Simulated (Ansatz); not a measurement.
Take Ge in the diamond structure (space group Fd-3m, No. 227; a = 5.676 Å) as the base.

It is then changed as follows: every Ge is replaced by Si; the structure is relaxed again.

Level of theory: PBEsol in Ansatz (plane waves to 420 eV, PAW, spin-orbit coupling left out), earlier PAW set.

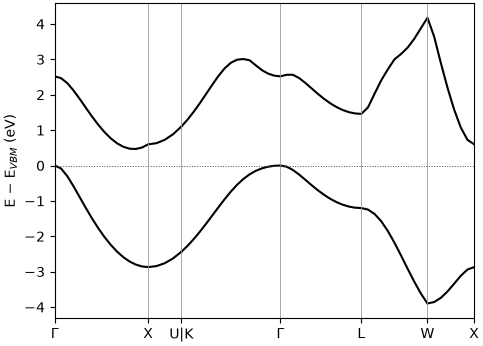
*Highest valence and lowest conduction band along the path of the changed cell's own zone*

The gap is 0.47 eV, indirect, Γ → Γ–X (87 % along); the base has zero.

Whether these cells are dynamically stable was not tested. The zero or small gap of Ge can change with the level of theory.

Ansatz is a first-principles code.
